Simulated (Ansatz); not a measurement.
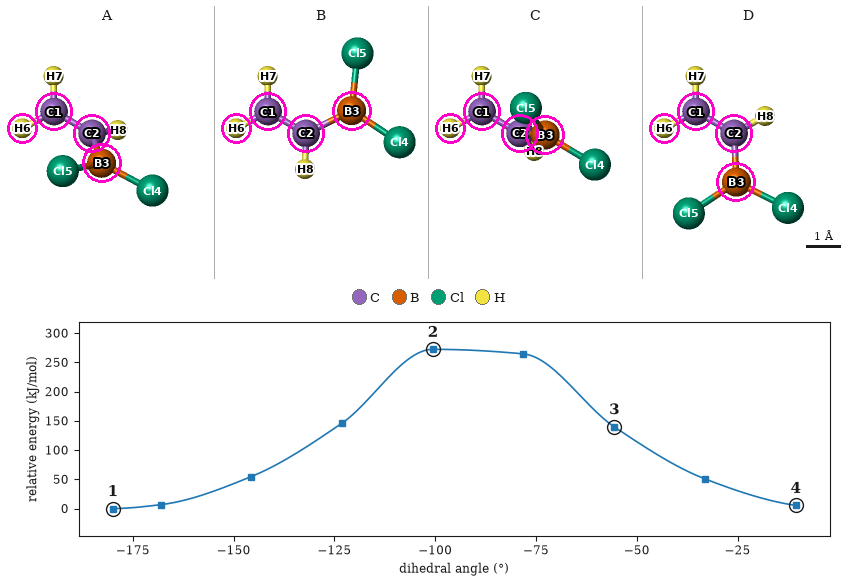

C$_{2}$H$_{3}$BCl$_{2}$: the H6–C1–C2–B3 dihedral angle is varied, with the rest of the molecule carried along rigidly. The frames are shuffled; the numbered points of the plot belong to them. Style: ball-and-stick. Shown face on. The ringed atoms are those of the scanned coordinate.

Level of theory: PBE0-D4 (def2-TZVPP, Ansatz), on geometries moved rigidly from the minimum at PBE0-D4/def2-TZVP. Energies are counted from the PBE0-D4/def2-TZVP minimum geometry at the same level.

Question: Which frame belongs to which numbered point?

Answer: Point 1 is frame B (the dihedral −180.0°, 0.0 kJ/mol); 2 is frame C (the dihedral −100.6°, 272.3 kJ/mol); 3 is frame A (the dihedral −55.6°, 139.9 kJ/mol); 4 is frame D (the dihedral −10.6°, 5.3 kJ/mol). Of the computed points the lowest is at the dihedral −180.0°, 0.0 kJ/mol. A local maximum lies at −100.6° (272.3 kJ/mol). The highest point, at −100.6°, lies 272.3 kJ/mol above the lowest and gives an upper estimate of the barrier to rotation, since the rotor is rigid.
